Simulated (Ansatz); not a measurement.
# Random rock-salt alloy of CdO and SrO: a scan of the volume by script

Aim: the energy and the gap along the volume, with no relaxation at each point.

Main program and level: Ansatz 0.2.0; Kohn-Sham DFT, PBEsol, PAW set soft_1, plane waves.

## (1) The starting structure

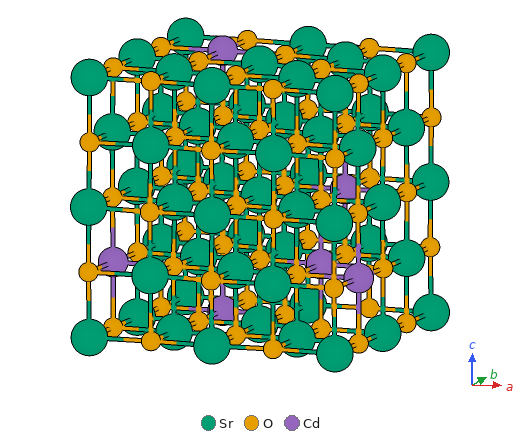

The starting structure, seen slightly off an axis (strontium teal, oxygen orange, cadmium purple). Some periodic images of atoms are drawn too.

The cell holds 64 atoms: 28 Sr, 32 O and 4 Cd. Its edges and angles: a = 10.204 Å, b = 10.204 Å, c = 10.204 Å, α = 90.0°, β = 90.0°, γ = 90.0°. Rock-salt CdO, 2 x 2 x 2 conventional cells, 28 of 32 Cd sites given to Sr at random (x = 0.875), lattice by Vegard's rule (a = 5.102 A); displaced by a Gaussian of 0.02 A.

## (2) Script and output

ASE makes the structure inside the script; the seeds are typed, so the same atoms come back each time. Only Γ is sampled; the cell is 10.2 Å or more across in its periodic directions. A smearing of 0.025 eV is typed, for levels that come near the Fermi level; it changes nothing where a wide gap is open. The PAW files are read from a folder beside the script (Ansatz's set soft_1), and the density starts from superposed atoms. These files were made with PBE and serve the other functionals as an approximation. The atoms are relaxed first, so that the scan starts at or near a minimum at this cell. No cutoff is typed, so the potentials' recommended one is used (420 eV). The cell is scaled with the atoms at fixed fractional positions, and a Birch–Murnaghan curve is fitted.

File scan.py:

```python
import time
import warnings
import numpy as np
from ase.build import bulk
from ase.eos import EquationOfState
from ase.units import GPa
import ansatz as az

warnings.simplefilter("ignore", az.DeckWarning)
u = bulk('CdO', 'rocksalt', a=5.1019, cubic=True)
atoms = u.repeat([2, 2, 2])
rng = np.random.default_rng(211)
sites = rng.permutation([a.index for a in atoms if a.symbol == 'Cd'])
new = ['Sr'] * 28
for k, e in zip(sites, new): atoms[k].symbol = e
atoms.rattle(0.02, seed=211)
atoms.wrap()
print("formula", atoms.get_chemical_formula(mode="reduce") if len(atoms) < 20 else atoms.get_chemical_formula())
print("cell (A, deg)", np.round(atoms.cell.cellpar(), 3))

def setup(atoms):
    return (
        az.Crystal.from_ase(atoms)
        .calculation()
        .functional("pbesol")
        .pseudopotentials("paw", azcp={"folder": "./paw"}, xc_functional="pbe")
        .kpoints(1, 1, 1)
        .occupations("gaussian", width=0.025)
    )

def gap_of(report):
    e = np.concatenate(report["eigenvalues_ev"]); f = np.concatenate(report["occupations"])
    f = f / f.max()  # a half-filled level counts on both sides, so the gap is then zero
    return e[f > 0.3].max(), e[f < 0.7].min()

def relaxed(atoms):
    steps = []
    calc = setup(atoms).relax(force_tolerance=0.03, max_steps=100).forces()
    keep = lambda event: steps.append(event["data"]) if event["event"] == "relax_step" and event["data"].get("accepted", True) else None
    try:
        az.Session.from_yaml(calc.to_yaml()).plan(threads=4).execute(on_event=keep)
    except az.NonConvergedError as error:
        print("relaxation stopped at the step limit:", str(error).split(". ")[0])
    final = atoms.copy()
    final.set_cell(steps[-1].get("cell_ang", atoms.cell))
    final.positions = steps[-1]["positions_ang"]
    print(f"{len(steps)} steps, energy change {steps[-1]['lagrangian_ev'] - steps[0]['lagrangian_ev']:+.3f} eV, largest force component {steps[-1]['allowed_force_max_ev_ang']:.3f} eV/A", flush=True)
    return final

start = time.time()
start_cell = relaxed(atoms)
start_cell.set_constraint()
print(f"relaxed first, in {time.time() - start:.0f} s")

rows = []
for x in [0.93, 0.96, 0.99, 1.02, 1.05, 1.08, 1.11]:
    a = start_cell.copy()
    a.set_cell(a.cell[:] * x ** (1 / 3), scale_atoms=True)
    try:
        r = setup(a).forces().stress().band_table().run(threads=4).report
    except az.AnsatzError as error:
        print(x, 'failed:', str(error)[:110])
        continue
    print(x, f"F = {r['free_energy_ev']:.4f} eV after {r['n_iterations']} iterations", flush=True)
    homo, lumo = gap_of(r)
    rows.append((x, r['free_energy_ev'], np.sqrt(np.mean(np.square(r['forces_ev_ang']))), max(lumo - homo, 0), np.trace(r['stress_gpa']) / 3))
low = min(e for _, e, *_ in rows)
print("      V/V0  E - Emin (meV/atom)  rms force (eV/A)  gap (eV)  P (GPa)")
for x, e, f, gap, p in rows:
    print(f"{x:10.3f} {1000 * (e - low) / len(atoms):20.2f} {f:17.3f} {gap:9.3f} {p:8.2f}")
eos = EquationOfState([x * atoms.get_volume() for x, *_ in rows], [e for _, e, *_ in rows], "birchmurnaghan")
v0, e0, b0 = eos.fit()
print(f"fit with the ions carried along unrelaxed: V0 = {v0 / len(atoms):.3f} A^3/atom ({v0 / atoms.get_volume():.3f} of the start), B0 = {b0 / GPa:.1f} GPa")
```

Run with:

```sh
python scan.py
```

The log of the run:

```text
formula Cd4O32Sr28
cell (A, deg) [10.204 10.204 10.204 90.    90.    90.   ]
4 steps, energy change -0.537 eV, largest force component 0.018 eV/A
relaxed first, in 40 s
0.93 F = -148545.2646 eV after 10 iterations
0.96 F = -148546.2487 eV after 10 iterations
0.99 F = -148546.5259 eV after 11 iterations
1.02 F = -148546.2518 eV after 10 iterations
1.05 F = -148545.4734 eV after 10 iterations
1.08 F = -148544.2835 eV after 10 iterations
1.11 F = -148542.7239 eV after 10 iterations
      V/V0  E - Emin (meV/atom)  rms force (eV/A)  gap (eV)  P (GPa)
     0.930                19.71             0.027     2.765     6.87
     0.960                 4.33             0.015     2.601     3.11
     0.990                 0.00             0.005     2.445    -0.08
     1.020                 4.28             0.008     2.297    -2.76
     1.050                16.45             0.018     2.157    -5.03
     1.080                35.04             0.026     2.025    -6.94
     1.110                59.41             0.034     1.901    -8.56
fit with the ions carried along unrelaxed: V0 = 16.425 A^3/atom (0.989 of the start), B0 = 95.9 GPa
```

Wall time 2.1 min (4 threads of Arm Neoverse V1, shared host); peak memory 1.5 GiB; 8.1 min of CPU time.

## (3) Looking at the results

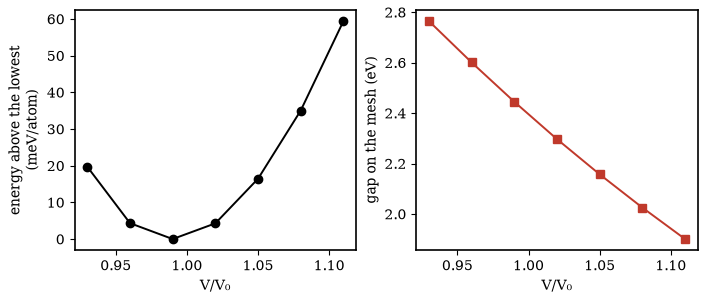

Energy and gap along the scan.

## (4) Outcome

* lowest point of the scan: 0.99 times the starting volume
* energy range: 59.4 meV/atom
* gap along the scan: 1.90 to 2.76 eV
* fitted volume: 16.425 Å³/atom
* fitted bulk modulus, ions unrelaxed: 95.9 GPa

In words: The lowest of the points computed is at 0.99 times the starting volume; the scan spans 59.4 meV/atom. With the ions carried along unrelaxed the modulus tends to lie above the relaxed one. The gap goes from 2.76 eV at 0.93 to 1.90 eV at 1.11, so expansion at fixed fractional positions narrows it. Unless the band edges fold onto the sampled k-points, the gap at this level is narrower than the printed one, by up to an eV in wide bands, and a small gap may close. Local and semilocal functionals put gaps too low. The k-sampling is coarse for a crystal this narrow and wasn't tested: pressures can be off by a GPa or more, gaps can be off by tenths of an eV or more and small forces by their own size; differences on the same mesh are the more reliable part, a hybrid's apart.

[Logs are printed without paths, hosts, clocks, repeated set-up lines and the standing remarks that a program may print on its own settings, such as how far it seeks lower states.]

[Hosts, paths, dates, database ids (printed as entryN), source tags and the programs' standing remarks are cut or masked in the printed files.]

[Scripts of this kind were picked in part by their result: those with far moves, changed bonds, near-zero gaps or large misses at database cells are mostly left out.]
